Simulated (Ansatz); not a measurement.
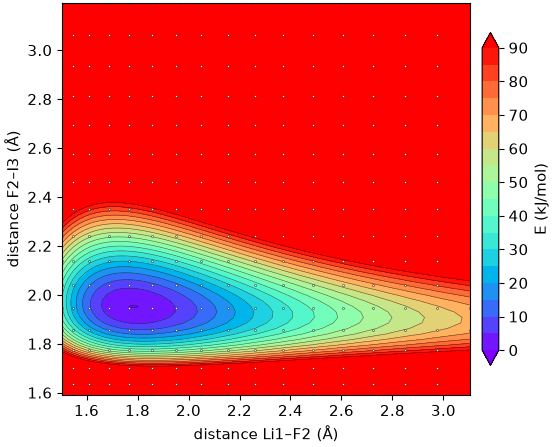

The system Li⁺ + FI. 
- The first coordinate is: distance Li1–F2; the second: distance F2–I3.
- Nothing is relaxed (the angle Li1–F2–I3 is fixed at 120 degrees).
- Grid: 17 × 17 points.
- Points are written as (first, second).
- All energies are given in kJ/mol relative to the lowest grid point.
- The reference is spin-restricted, so regions where a bond is pulled apart into radicals lie too high.
- Level of theory: RHF/def2-TZVPD (Ansatz 0.2.0).

The picture shows filled contours, dots at the grid points, one colour for all values above the top of the scale. Between grid points the surface is interpolated.

Question: Where is the minimum, and how stiff is the well along each coordinate?

Answer: The interpolated minimum is at distance Li1–F2 ≈ 1.784 Å, distance F2–I3 ≈ 1.950 Å. The curvatures there are about 5.3 eV/Å² and 21 eV/Å², with a cross term of about 1.4 eV/Å². Round the minimum the two coordinates are weakly coupled (coupling 0.13 in units of the two stiffnesses). (1 eV is 96.5 kJ/mol.)
